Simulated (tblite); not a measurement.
## Geometry relaxation of C5H13OSi (part 1 of 2)

The run: geometry relaxation of C5H13OSi, multiplicity 2. Method and program: GFN2-xTB geometry optimisation, gas phase (tblite 0.8.0).

It belongs to a series of runs on one base structure; here: H removed from sp3 C.

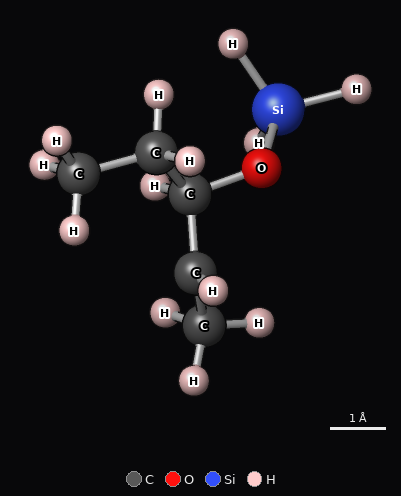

Figure 1. The starting structure (ball-and-stick view, seen at a tilt).

Input:
```
{"job": {"kind": "relax", "xc": "GFN2-xTB", "basis": "xTB"}, "charge": 0, "multiplicity": 2}
C      2.440800    -0.279100    -0.574700
C      1.150200    -0.839800    -0.071700
C     -0.037500     0.035800     0.084100
C     -1.349200    -0.771000     0.142400
C     -1.658000    -1.534900    -1.126800
O      0.123300     0.742900     1.304700
Si    -0.249200     2.364100     1.385600
H      2.925700     0.331900     0.201400
H      3.117100    -1.087800    -0.857500
H      2.255100     0.344700    -1.452200
H      1.194100    -1.765500     0.511500
H     -0.094100     0.713900    -0.782100
H     -1.313400    -1.481900     1.001800
H     -2.182800    -0.107700     0.370800
H     -2.622700    -2.038400    -1.044200
H     -0.897500    -2.286900    -1.338400
H     -1.715300    -0.844500    -1.982400
H      0.609100     3.105500     0.442000
H     -1.669800     2.549800     1.006400
H     -0.031100     2.859600     2.775900
```

The first line tells a small driver script what to run in tblite; the rest is the geometry in Å.

Machine: 1 CPU thread, shared host.

Launch command:
```bash
OMP_NUM_THREADS=1 python <driver script> task.json out
```

Log:
```
step      E/eV     max force
  0    -628.76584    1.614
  1    -628.83798    0.650
  2    -628.86138    0.381
  3    -628.87248    0.300
  4    -628.88102    0.281
  5    -628.88671    0.260
  6    -628.89493    0.254
  7    -628.90346    0.257
  8    -628.91165    0.233
  9    -628.91704    0.165
 10    -628.92068    0.150
 11    -628.92371    0.195
 12    -628.92667    0.169
 13    -628.92868    0.093
 14    -628.92990    0.070
 15    -628.93091    0.081
 16    -628.93199    0.103
 17    -628.93295    0.077
 18    -628.93370    0.063
 19    -628.93434    0.057
 20    -628.93506    0.075
 21    -628.93591    0.081
 22    -628.93683    0.059
 23    -628.93770    0.081
 24    -628.93850    0.079
 25    -628.93919    0.073
 26    -628.93969    0.044
 27    -628.94002    0.039
 28    -628.94029    0.040
 29    -628.94058    0.054
 30    -628.94091    0.051
 31    -628.94125    0.041
 32    -628.94157    0.043
 33    -628.94187    0.038
 34    -628.94215    0.033
 35    -628.94238    0.031
 36    -628.94259    0.027
 37    -628.94278    0.032
 38    -628.94295    0.032
 39    -628.94311    0.025
 40    -628.94324    0.024
 41    -628.94338    0.025
 42    -628.94354    0.031
 43    -628.94368    0.026
 44    -628.94381    0.027
 45    -628.94394    0.025
 46    -628.94407    0.025
 47    -628.94420    0.024
 48    -628.94432    0.027
 49    -628.94443    0.032
 50    -628.94457    0.033
 51    -628.94472    0.030
 52    -628.94485    0.027
 53    -628.94495    0.025
 54    -628.94504    0.023
 55    -628.94513    0.023
 56    -628.94524    0.023
 57    -628.94535    0.025
 58    -628.94547    0.024
 59    -628.94560    0.028
 60    -628.94575    0.033
 61    -628.94588    0.027
 62    -628.94600    0.028
 63    -628.94611    0.027
 64    -628.94624    0.029
 65    -628.94635    0.023
 66    -628.94643    0.019
 67    -628.94649    0.016
 68    -628.94655    0.016
 69    -628.94661    0.020
 70    -628.94665    0.016
 71    -628.94669    0.015
 72    -628.94673    0.019
 73    -628.94679    0.025
 74    -628.94688    0.027
 75    -628.94699    0.024
 76    -628.94707    0.022
 77    -628.94715    0.026
 78    -628.94725    0.031
 79    -628.94739    0.035
 80    -628.94755    0.032
 81    -628.94766    0.019
 82    -628.94772    0.017
 83    -628.94776    0.015
 84    -628.94782    0.020
 85    -628.94789    0.024
 86    -628.94798    0.023
 87    -628.94807    0.024
 88    -628.94816    0.021
 89    -628.94824    0.019
 90    -628.94832    0.021
 91    -628.94840    0.019
 92    -628.94849    0.024
 93    -628.94859    0.029
 94    -628.94871    0.026
 95    -628.94882    0.022
 96    -628.94892    0.027
 97    -628.94903    0.022
 98    -628.94913    0.019
 99    -628.94922    0.018
100    -628.94928    0.017
101    -628.94933    0.019
102    -628.94939    0.020
103    -628.94946    0.018
104    -628.94952    0.019
105    -628.94960    0.019
106    -628.94970    0.025
107    -628.94983    0.029
108    -628.94996    0.024
109    -628.95007    0.024
110    -628.95014    0.019
111    -628.95020    0.018
112    -628.95025    0.017
113    -628.95028    0.011
114    -628.95029    0.010
115    -628.95031    0.009
```

Trajectory as extended XYZ (Å, eV, eV/Å), 24 of the 116 frames kept, from step=0 to step=115:
```
20
Properties=species:S:1:pos:R:3:forces:R:3 step=0 energy=-628.76584
C     2.4408   -0.2791   -0.5747   -0.4630  -0.3010   0.0160
C     1.1502   -0.8398   -0.0717    0.4930  -0.2660   0.1950
C    -0.0375    0.0358    0.0841   -0.2020  -0.8400  -0.2730
C    -1.3492   -0.7710    0.1424   -0.0560  -0.4300   0.8590
C    -1.6580   -1.5349   -1.1268   -0.0630   0.0760  -0.5600
O     0.1233    0.7429    1.3047   -0.3340   1.5750   0.1080
Si   -0.2492    2.3641    1.3856    0.0580  -0.5360   0.3630
H     2.9257    0.3319    0.2014   -0.0480  -0.0690  -0.1920
H     3.1171   -1.0878   -0.8575   -0.0060   0.1150   0.1020
H     2.2551    0.3447   -1.4522    0.0830   0.0720   0.1480
H     1.1941   -1.7655    0.5115   -0.0910   0.4740  -0.2720
H    -0.0941    0.7139   -0.7821    0.0240   0.1330   0.2080
H    -1.3134   -1.4819    1.0018    0.2250   0.3860  -0.4890
H    -2.1828   -0.1077    0.3708    0.0570   0.2820  -0.0650
H    -2.6227   -2.0384   -1.0442    0.1160   0.0490   0.0340
H    -0.8975   -2.2869   -1.3384   -0.0150   0.1230   0.0210
H    -1.7153   -0.8445   -1.9824    0.0680  -0.2540   0.2550
H     0.6091    3.1055    0.4420   -0.1070  -0.0950   0.0740
H    -1.6698    2.5498    1.0064    0.2620   0.0080   0.0340
H    -0.0311    2.8596    2.7759   -0.0010  -0.5020  -0.5670
20
Properties=species:S:1:pos:R:3:forces:R:3 step=5 energy=-628.88671
C     2.4240   -0.2915   -0.5773   -0.0040   0.0040   0.0130
C     1.1564   -0.8389   -0.0543    0.0130  -0.0600   0.0190
C    -0.0444    0.0087    0.0823    0.0030   0.0710   0.0350
C    -1.3547   -0.7808    0.1578    0.0470  -0.0040   0.0730
C    -1.6586   -1.5339   -1.1304    0.0070   0.0070  -0.0270
O     0.1003    0.7952    1.2829   -0.0470  -0.0150   0.0800
Si   -0.2580    2.3711    1.3843    0.0000  -0.1050  -0.0870
H     2.9186    0.3241    0.1821    0.0330   0.0460   0.0550
H     3.1179   -1.0840   -0.8487   -0.0220  -0.0450  -0.0120
H     2.2565    0.3528   -1.4392   -0.0550   0.0160  -0.0380
H     1.1897   -1.7566    0.5056   -0.0120  -0.0640   0.0410
H    -0.0943    0.7099   -0.7571   -0.0240   0.0280  -0.1510
H    -1.2911   -1.4801    0.9943    0.0040   0.0160  -0.0060
H    -2.1675   -0.0817    0.3680    0.0630   0.0190   0.0270
H    -2.6175   -2.0386   -1.0444   -0.0010  -0.0260  -0.0050
H    -0.8933   -2.2771   -1.3390    0.0380   0.0130   0.0200
H    -1.7082   -0.8501   -1.9753    0.0130   0.0190   0.0180
H     0.5948    3.1008    0.4507    0.0540   0.1490  -0.1190
H    -1.6532    2.5593    1.0079   -0.1960   0.1390  -0.0650
H    -0.0227    2.8023    2.7467    0.0880  -0.2080   0.1280
20
Properties=species:S:1:pos:R:3:forces:R:3 step=10 energy=-628.92068
C     2.4178   -0.2945   -0.5728    0.0410   0.0170   0.0330
C     1.1579   -0.8436   -0.0344   -0.0100   0.0460  -0.0190
C    -0.0418    0.0108    0.0828   -0.0070   0.0230  -0.0070
C    -1.3462   -0.7807    0.1658   -0.0030   0.0180  -0.0560
C    -1.6529   -1.5310   -1.1246    0.0260   0.0070   0.0130
O     0.0704    0.8077    1.2756    0.0300  -0.0110  -0.1470
Si   -0.2769    2.3842    1.3569   -0.0100   0.0400  -0.0180
H     2.9201    0.3275    0.1794    0.0170  -0.0070   0.0230
H     3.1071   -1.0913   -0.8468   -0.0080   0.0180  -0.0340
H     2.2370    0.3540   -1.4329   -0.0280  -0.0850   0.0210
H     1.1818   -1.7702    0.5158    0.0010   0.0520  -0.0030
H    -0.0984    0.7006   -0.7736    0.0610  -0.0770   0.0090
H    -1.2732   -1.4806    0.9993   -0.0540   0.0250   0.0270
H    -2.1371   -0.0595    0.3799   -0.0780  -0.0980   0.0420
H    -2.6083   -2.0456   -1.0467    0.0340   0.0100   0.0110
H    -0.8770   -2.2639   -1.3319    0.0100  -0.0090   0.0130
H    -1.6989   -0.8434   -1.9659   -0.0200   0.0250   0.0010
H     0.5864    3.1402    0.4285   -0.1260  -0.0260   0.0730
H    -1.6860    2.6184    0.9911    0.1270   0.0690   0.0250
H     0.0130    2.6715    2.7513   -0.0030  -0.0360  -0.0060
20
Properties=species:S:1:pos:R:3:forces:R:3 step=15 energy=-628.93091
C     2.4208   -0.2947   -0.5653   -0.0220  -0.0190  -0.0180
C     1.1586   -0.8412   -0.0300    0.0140  -0.0320   0.0110
C    -0.0434    0.0120    0.0762    0.0040  -0.0520  -0.0620
C    -1.3469   -0.7800    0.1660   -0.0240  -0.0160   0.0140
C    -1.6467   -1.5293   -1.1239   -0.0160  -0.0130   0.0010
O     0.0699    0.8171    1.2499    0.0300   0.0240   0.0410
Si   -0.2810    2.3881    1.3539    0.0110   0.0200   0.0640
H     2.9273    0.3278    0.1847    0.0000  -0.0250  -0.0350
H     3.1045   -1.0916   -0.8523    0.0110   0.0030   0.0280
H     2.2254    0.3406   -1.4298    0.0240   0.0320   0.0050
H     1.1797   -1.7649    0.5216    0.0030  -0.0090   0.0370
H    -0.0875    0.6856   -0.7903   -0.0200   0.0020  -0.0620
H    -1.2784   -1.4750    1.0046    0.0230  -0.0170  -0.0080
H    -2.1485   -0.0741    0.3905   -0.0350   0.0030  -0.0300
H    -2.5990   -2.0474   -1.0448   -0.0040  -0.0190  -0.0070
H    -0.8680   -2.2606   -1.3280    0.0030   0.0240  -0.0150
H    -1.6995   -0.8371   -1.9622    0.0070  -0.0220   0.0100
H     0.5604    3.1562    0.4315    0.0220   0.0660  -0.0170
H    -1.6767    2.6580    0.9910   -0.0230   0.0350   0.0290
H     0.0237    2.6213    2.7538   -0.0080   0.0160   0.0150
20
Properties=species:S:1:pos:R:3:forces:R:3 step=20 energy=-628.93506
C     2.4186   -0.3002   -0.5670    0.0120  -0.0030   0.0060
C     1.1582   -0.8476   -0.0283   -0.0280   0.0090  -0.0170
C    -0.0453    0.0072    0.0644   -0.0200   0.0530   0.0490
C    -1.3518   -0.7823    0.1661    0.0220  -0.0020  -0.0050
C    -1.6484   -1.5333   -1.1229    0.0080  -0.0090  -0.0190
O     0.0773    0.8265    1.2346   -0.0320   0.0170  -0.0590
Si   -0.2778    2.3968    1.3611    0.0150  -0.0100  -0.0400
H     2.9301    0.3205    0.1786   -0.0040   0.0130   0.0460
H     3.1074   -1.0935   -0.8485   -0.0010  -0.0400  -0.0250
H     2.2277    0.3421   -1.4270   -0.0060  -0.0150  -0.0200
H     1.1809   -1.7634    0.5379    0.0080   0.0210   0.0150
H    -0.0890    0.6724   -0.8110   -0.0170  -0.0220   0.0140
H    -1.2747   -1.4773    1.0042   -0.0030   0.0010  -0.0040
H    -2.1622   -0.0830    0.3855    0.0490   0.0050  -0.0020
H    -2.5973   -2.0571   -1.0471   -0.0010  -0.0270  -0.0060
H    -0.8621   -2.2541   -1.3309    0.0100  -0.0300  -0.0010
H    -1.7003   -0.8402   -1.9592   -0.0290   0.0070  -0.0210
H     0.5512    3.1824    0.4360    0.0110   0.0230   0.0420
H    -1.6737    2.6860    1.0056    0.0000  -0.0070   0.0460
H     0.0260    2.6088    2.7649    0.0050   0.0170   0.0000
20
Properties=species:S:1:pos:R:3:forces:R:3 step=25 energy=-628.93919
C     2.4193   -0.3082   -0.5669   -0.0080   0.0050  -0.0020
C     1.1538   -0.8502   -0.0314    0.0270   0.0310   0.0320
C    -0.0497    0.0082    0.0554    0.0140  -0.0300  -0.0650
C    -1.3509   -0.7887    0.1613   -0.0100   0.0000  -0.0100
C    -1.6474   -1.5424   -1.1282    0.0060  -0.0020   0.0120
O     0.0739    0.8451    1.2067   -0.0010  -0.0180   0.0260
Si   -0.2719    2.4127    1.3625   -0.0220   0.0170   0.0190
H     2.9278    0.3110    0.1851   -0.0050  -0.0370  -0.0210
H     3.1041   -1.1068   -0.8510   -0.0280   0.0220   0.0180
H     2.2312    0.3346   -1.4280    0.0110  -0.0200   0.0070
H     1.1839   -1.7488    0.5626   -0.0130   0.0200   0.0000
H    -0.1010    0.6528   -0.8327    0.0090   0.0470  -0.0240
H    -1.2708   -1.4805    1.0011   -0.0100  -0.0130   0.0000
H    -2.1585   -0.0879    0.3789   -0.0170   0.0080   0.0130
H    -2.5908   -2.0785   -1.0524    0.0270   0.0030   0.0200
H    -0.8540   -2.2566   -1.3365   -0.0080   0.0080  -0.0240
H    -1.7135   -0.8460   -1.9623    0.0010  -0.0360  -0.0010
H     0.5508    3.2260    0.4578    0.0130   0.0030   0.0190
H    -1.6728    2.7135    1.0435   -0.0150  -0.0070   0.0000
H     0.0315    2.6014    2.7716    0.0280  -0.0020  -0.0210
20
Properties=species:S:1:pos:R:3:forces:R:3 step=30 energy=-628.94091
C     2.4181   -0.3109   -0.5671    0.0100  -0.0050   0.0000
C     1.1536   -0.8444   -0.0268   -0.0230  -0.0100  -0.0180
C    -0.0514    0.0100    0.0442   -0.0210   0.0320   0.0330
C    -1.3507   -0.7894    0.1570   -0.0070   0.0010  -0.0020
C    -1.6460   -1.5475   -1.1290   -0.0050  -0.0080  -0.0240
O     0.0687    0.8506    1.1964   -0.0100   0.0170   0.0050
Si   -0.2740    2.4183    1.3645    0.0010  -0.0100   0.0100
H     2.9300    0.3013    0.1851    0.0330   0.0280   0.0080
H     3.0979   -1.1120   -0.8484    0.0140  -0.0390  -0.0060
H     2.2345    0.3289   -1.4296   -0.0020   0.0180  -0.0120
H     1.1811   -1.7373    0.5745   -0.0100   0.0040   0.0160
H    -0.1024    0.6550   -0.8450    0.0100   0.0010   0.0060
H    -1.2710   -1.4820    0.9970    0.0220   0.0130  -0.0060
H    -2.1592   -0.0901    0.3787   -0.0090  -0.0040  -0.0180
H    -2.5840   -2.0896   -1.0476   -0.0130  -0.0180   0.0180
H    -0.8505   -2.2564   -1.3445    0.0190  -0.0090   0.0120
H    -1.7194   -0.8570   -1.9658   -0.0170   0.0100  -0.0210
H     0.5529    3.2434    0.4736   -0.0090  -0.0120   0.0020
H    -1.6772    2.7228    1.0587    0.0000  -0.0060  -0.0080
H     0.0439    2.5971    2.7709    0.0180  -0.0050   0.0060
20
Properties=species:S:1:pos:R:3:forces:R:3 step=35 energy=-628.94238
C     2.4199   -0.3147   -0.5670   -0.0050  -0.0040   0.0010
C     1.1495   -0.8388   -0.0269    0.0130   0.0200   0.0200
C    -0.0558    0.0181    0.0388    0.0120  -0.0050  -0.0120
C    -1.3522   -0.7878    0.1484    0.0100   0.0090  -0.0030
C    -1.6463   -1.5544   -1.1342    0.0060   0.0070   0.0170
O     0.0603    0.8572    1.1912   -0.0040  -0.0190   0.0000
Si   -0.2772    2.4238    1.3715    0.0110  -0.0060   0.0000
H     2.9416    0.2970    0.1817   -0.0130  -0.0180  -0.0140
H     3.0920   -1.1254   -0.8458   -0.0150   0.0130  -0.0040
H     2.2397    0.3260   -1.4309    0.0130  -0.0190   0.0090
H     1.1733   -1.7218    0.5903    0.0040   0.0120  -0.0040
H    -0.1004    0.6604   -0.8525   -0.0110   0.0150   0.0120
H    -1.2638   -1.4779    0.9895    0.0010   0.0070   0.0010
H    -2.1660   -0.0948    0.3711   -0.0020   0.0000  -0.0240
H    -2.5787   -2.1056   -1.0373    0.0190  -0.0010  -0.0210
H    -0.8433   -2.2566   -1.3483   -0.0090   0.0070   0.0070
H    -1.7318   -0.8686   -1.9749   -0.0210  -0.0180   0.0080
H     0.5518    3.2544    0.4890   -0.0120  -0.0010  -0.0220
H    -1.6815    2.7284    1.0698    0.0100   0.0040   0.0070
H     0.0636    2.5918    2.7735   -0.0090  -0.0040   0.0200
20
Properties=species:S:1:pos:R:3:forces:R:3 step=40 energy=-628.94324
C     2.4206   -0.3180   -0.5673    0.0040   0.0050  -0.0070
C     1.1488   -0.8312   -0.0228   -0.0020  -0.0090  -0.0140
C    -0.0572    0.0240    0.0346   -0.0030  -0.0030   0.0000
C    -1.3516   -0.7851    0.1424   -0.0130  -0.0040  -0.0060
C    -1.6451   -1.5583   -1.1353   -0.0020  -0.0140  -0.0120
O     0.0545    0.8579    1.1905    0.0050   0.0050   0.0210
Si   -0.2751    2.4249    1.3774   -0.0020   0.0130   0.0090
H     2.9474    0.2912    0.1784    0.0080  -0.0040   0.0060
H     3.0859   -1.1335   -0.8463    0.0000  -0.0080   0.0020
H     2.2458    0.3208   -1.4325   -0.0080   0.0040  -0.0130
H     1.1701   -1.7097    0.6002    0.0040  -0.0010   0.0080
H    -0.1021    0.6692   -0.8539    0.0040   0.0070   0.0000
H    -1.2594   -1.4720    0.9856   -0.0170   0.0090   0.0090
H    -2.1703   -0.0963    0.3585    0.0040   0.0190   0.0060
H    -2.5717   -2.1177   -1.0356   -0.0040  -0.0140   0.0150
H    -0.8389   -2.2557   -1.3488    0.0190   0.0010  -0.0140
H    -1.7457   -0.8796   -1.9793    0.0150   0.0070  -0.0020
H     0.5469    3.2590    0.4910   -0.0040  -0.0120  -0.0100
H    -1.6798    2.7322    1.0800    0.0060   0.0060   0.0150
H     0.0716    2.5885    2.7801   -0.0130  -0.0080  -0.0100
20
Properties=species:S:1:pos:R:3:forces:R:3 step=45 energy=-628.94394
C     2.4211   -0.3197   -0.5699   -0.0070  -0.0110  -0.0010
C     1.1477   -0.8271   -0.0231   -0.0080  -0.0030   0.0000
C    -0.0585    0.0283    0.0332   -0.0040   0.0050   0.0120
C    -1.3536   -0.7820    0.1369    0.0060   0.0090   0.0120
C    -1.6434   -1.5641   -1.1374    0.0120   0.0180   0.0090
O     0.0505    0.8574    1.1950   -0.0020  -0.0030  -0.0200
Si   -0.2738    2.4262    1.3822   -0.0060  -0.0220  -0.0110
H     2.9539    0.2846    0.1759   -0.0040   0.0050  -0.0110
H     3.0803   -1.1410   -0.8468    0.0050  -0.0050  -0.0100
H     2.2483    0.3173   -1.4372    0.0020   0.0040   0.0060
H     1.1695   -1.6997    0.6088    0.0020   0.0040  -0.0010
H    -0.1018    0.6792   -0.8516    0.0070  -0.0130   0.0050
H    -1.2638   -1.4626    0.9856   -0.0150   0.0010   0.0010
H    -2.1713   -0.0903    0.3490   -0.0010  -0.0010  -0.0140
H    -2.5649   -2.1318   -1.0304    0.0240   0.0020  -0.0030
H    -0.8298   -2.2531   -1.3537   -0.0040   0.0070   0.0090
H    -1.7513   -0.8873   -1.9823   -0.0020  -0.0050  -0.0030
H     0.5411    3.2562    0.4856    0.0080  -0.0100   0.0040
H    -1.6778    2.7385    1.0926   -0.0200   0.0070   0.0080
H     0.0728    2.5818    2.7844    0.0060   0.0090   0.0080
20
Properties=species:S:1:pos:R:3:forces:R:3 step=50 energy=-628.94457
C     2.4202   -0.3249   -0.5742    0.0030   0.0070  -0.0030
C     1.1451   -0.8251   -0.0239    0.0170   0.0000   0.0130
C    -0.0600    0.0321    0.0328    0.0140  -0.0130  -0.0130
C    -1.3555   -0.7767    0.1334   -0.0080   0.0000  -0.0130
C    -1.6377   -1.5657   -1.1378   -0.0010  -0.0130  -0.0060
O     0.0470    0.8572    1.1950    0.0020   0.0020   0.0200
Si   -0.2763    2.4248    1.3868   -0.0090   0.0250   0.0140
H     2.9583    0.2784    0.1693   -0.0090  -0.0110  -0.0030
H     3.0755   -1.1502   -0.8514   -0.0130   0.0130  -0.0060
H     2.2513    0.3145   -1.4404   -0.0100  -0.0120  -0.0030
H     1.1695   -1.6888    0.6195   -0.0020  -0.0140   0.0030
H    -0.0996    0.6839   -0.8509   -0.0040  -0.0050  -0.0110
H    -1.2743   -1.4530    0.9863    0.0020   0.0050   0.0010
H    -2.1748   -0.0839    0.3342   -0.0080   0.0100  -0.0030
H    -2.5497   -2.1462   -1.0251   -0.0120   0.0000  -0.0040
H    -0.8189   -2.2475   -1.3548    0.0280   0.0090   0.0140
H    -1.7579   -0.8962   -1.9867    0.0030   0.0080   0.0040
H     0.5383    3.2501    0.4850   -0.0020  -0.0050   0.0090
H    -1.6821    2.7474    1.1114    0.0020  -0.0090   0.0000
H     0.0764    2.5805    2.7886    0.0070   0.0020  -0.0130
20
Properties=species:S:1:pos:R:3:forces:R:3 step=55 energy=-628.94513
C     2.4183   -0.3282   -0.5782   -0.0080  -0.0050   0.0030
C     1.1454   -0.8243   -0.0195   -0.0190  -0.0040   0.0000
C    -0.0595    0.0334    0.0329   -0.0170   0.0100   0.0120
C    -1.3584   -0.7714    0.1293   -0.0010   0.0010   0.0090
C    -1.6321   -1.5682   -1.1386    0.0040   0.0080   0.0040
O     0.0434    0.8576    1.1976   -0.0070   0.0020  -0.0090
Si   -0.2807    2.4255    1.3916    0.0110  -0.0150  -0.0040
H     2.9602    0.2723    0.1634    0.0130   0.0090   0.0030
H     3.0693   -1.1548   -0.8588    0.0050  -0.0120  -0.0040
H     2.2481    0.3098   -1.4446   -0.0210   0.0030  -0.0040
H     1.1696   -1.6857    0.6274    0.0020  -0.0040  -0.0010
H    -0.0972    0.6847   -0.8515    0.0110   0.0010   0.0040
H    -1.2836   -1.4422    0.9872   -0.0020   0.0050   0.0010
H    -2.1778   -0.0752    0.3201    0.0080  -0.0010  -0.0030
H    -2.5389   -2.1571   -1.0236    0.0130  -0.0060  -0.0120
H    -0.8018   -2.2385   -1.3498   -0.0080   0.0030  -0.0020
H    -1.7602   -0.9009   -1.9883    0.0120  -0.0080  -0.0030
H     0.5355    3.2428    0.4854   -0.0050   0.0170  -0.0010
H    -1.6872    2.7519    1.1252    0.0040  -0.0120  -0.0030
H     0.0823    2.5792    2.7900    0.0060   0.0080   0.0090
```
